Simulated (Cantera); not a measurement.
Charge: 1 mol N2O, 0.01 mol SO2, 12 mol N2, equilibrated at 0.0750 Torr.

These are equilibrium values from Cantera (NASA tables, ideal gas, pure condensed phases), not measurements of a reactor. Candidate condensed phases: S; 17 gas species. Rates play no part.

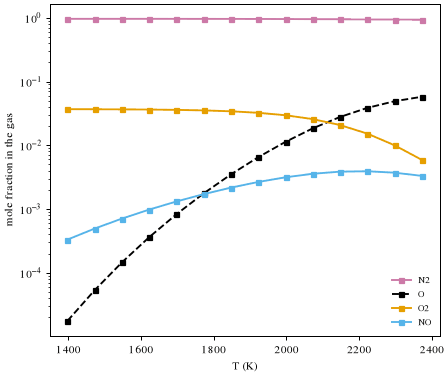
Fig. 1. Equilibrium gas composition (values under 1e-9 drawn at 1e-9)

From 1398 K to 2373 K nothing is condensed.
